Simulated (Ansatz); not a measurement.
# TiB2 (P6/mmm): a Bloch–Grüneisen fit of the computed resistivity

Wanted: a compact model of ρ(T) for TiB2 (P6/mmm) and a check of it.

The resistivities were computed with Ansatz 0.2.0 (DFT PBE, scalar-relativistic, plane waves, PAW; PAW set soft_1) from the linearised Boltzmann equation with harmonic phonons, on q 6×6×4, k 18×18×16, scattering 30×30×24; the fit below is done by hand on them.

**1. What is given**

Symmetry: P6/mmm, No. 191, hexagonal system. The conventional cell has a = 3.031 Å, b = 3.031 Å, c = 3.226 Å, α = 90.00°, β = 90.00°, γ = 120.00°. Ti on site a has 12 B at 2.38 Å as nearest neighbours. B on site d has 3 B at 1.75 Å and 6 Ti at 2.38 Å as nearest neighbours.

This is the relaxed cell of the run, from steps not shown here.

The mean resistivity of the three axes from 50 to 800 K, with one row held back; the colder rows stay outside the fit and test it at the end:

```tsv
T (K)	ρ (μΩ cm)
50	0.01208
80	0.138
100	0.3656
150	1.444
200	3.007
273	?
300	6.750
400	10.66
500	14.47
600	18.12
800	25.03
```

The resistivity is not converged: the component that moves most changes by 11 % between the two finest meshes at 300 K.

**2. Model and fit**

Bloch and Grüneisen's form is ρ(T) = A (T/Θ)⁵ J₅(Θ/T), with J₅(z) the integral of x⁵/((eˣ − 1)(1 − e⁻ˣ)) from 0 to z. It goes as T⁵ far below Θ and as A T/(4Θ) far above. For a trial Θ the best A is the geometric mean of ρ/[(T/Θ)⁵ J₅] over the rows, and the scatter of that ratio measures the fit:

```tsv
Θ (K)	A (μΩ cm)	scatter (%)
472	32.61	66.6
630	60.28	31.2
710	79.98	15.3
788	103.8	4.3
866	132.9	14.4
984	189.0	32.9
1182	324.3	59.9
```

The scatter is least at Θ = 788 K, with A = 103.8 μΩ cm (4.3 % r.m.s.).

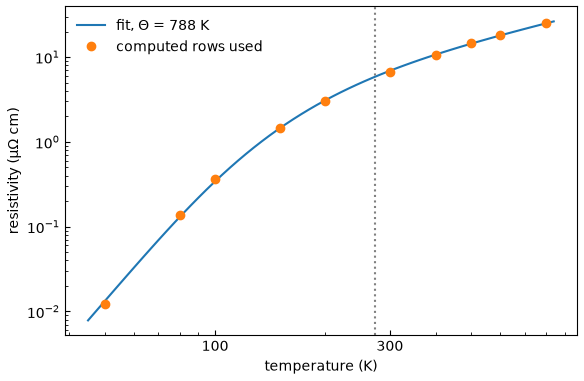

The fit through the rows used; the dotted line marks the temperature held back.

**3. The row held back**

At T = 273 K, Θ/T = 2.886, J₅ = 11.30 and (T/Θ)⁵ = 0.004991, so the fit gives 5.852 μΩ cm. The computed value is 5.701 μΩ cm: the fit is off by +2.65 %. Outside its range, at 20 K, it gives 1.4e-4 against 3.3e-4 μΩ cm computed, 0.41 times that; at that temperature the run's own test moves by 73 % between meshes in the component that moves most. Among the rows used, the largest miss is +9.8 %, at 50 K.

**4. Reading Θ and A**

Θ = 788 K is 1.34 times ħω_log/k_B (589 K) and 0.60 of the highest phonon frequency (1306 K). The high-temperature slope of the fit, A/(4Θ), is 0.0329 μΩ cm/K. The same slope from the run's transport coupling and plasma energy, 2π k_B λ_tr/(ħ ε₀ ω_p²) with λ_tr = 0.122, 0.122, 0.131 (xx, yy, zz) and ħω_p = 3.80, 3.80, 3.44 (xx, yy, zz) eV, is 0.0376 μΩ cm/K in the mean of the axes, +14.3 % from it. For comparison, the computed rows rise by 0.0345 μΩ cm/K between the two hottest.

**5. Summary of results**

| Property | Result |
| --- | --- |
| Θ | 788 K |
| A | 103.8 μΩ cm |
| scatter of the fit | 4.3 % |
| held-back row at 273 K, fit against computed | 5.852 against 5.701 μΩ cm |

What this shows: Two numbers, Θ = 788 K and A = 104 μΩ cm, hold the computed ρ(T) from 50 to 800 K within 4.31 % r.m.s. and predict the held-back row within 2.65 %. At 20 K, outside the rows fitted, it gives 0.41 times the computed value. The misses are not random: the largest is +9.8 %, at 50 K. By the run's own test the resistivity at 300 K moves by 11 % between its two finest scattering meshes, in the component that moves most. The mean hides an anisotropy: at 300 K the components are 6.14, 6.14, 7.97 (xx, yy, zz) μΩ cm. The fit describes the calculation: impurities, thermal expansion, changes of phase and anharmonicity are in neither.

[Logs are printed without paths, hosts, clocks, repeated set-up lines and the standing remarks that a program may print on its own settings, such as how far it seeks lower states.]

[Hosts, paths, dates, database ids (printed as entryN), source tags and the programs' standing remarks are cut or masked in the printed files.]
